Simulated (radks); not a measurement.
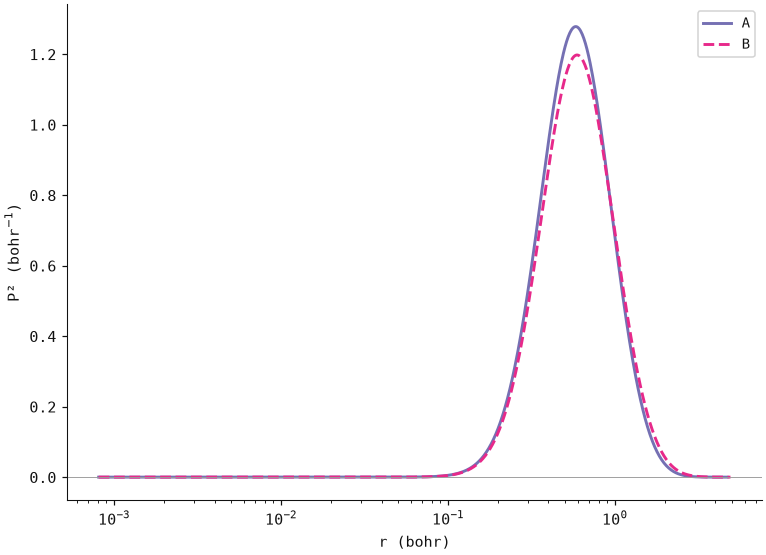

Two charge states of samarium were computed: Sm⁴⁺ in [Xe] 4f4 (4f5/2: 4); Sm⁵⁺ in [Xe] 4f3 (4f5/2: 3). Level of theory: Dirac Kohn-Sham, PBEsol, spin-unpolarised, spherical densities, point nucleus. Computed with the in-house radial solver radks.

The plot shows P² of the 4f5/2 orbital in both runs (large components where relativistic).

### Assign A and B.

A is Sm⁵⁺ in [Xe] 4f3 (4f5/2: 3) (⟨r⟩ = 0.799 bohr, eigenvalue −73.8 eV); B is Sm⁴⁺ in [Xe] 4f4 (4f5/2: 4) (⟨r⟩ = 0.844 bohr, eigenvalue −52.1 eV). Fewer electrons screen less, so the orbital shrinks.
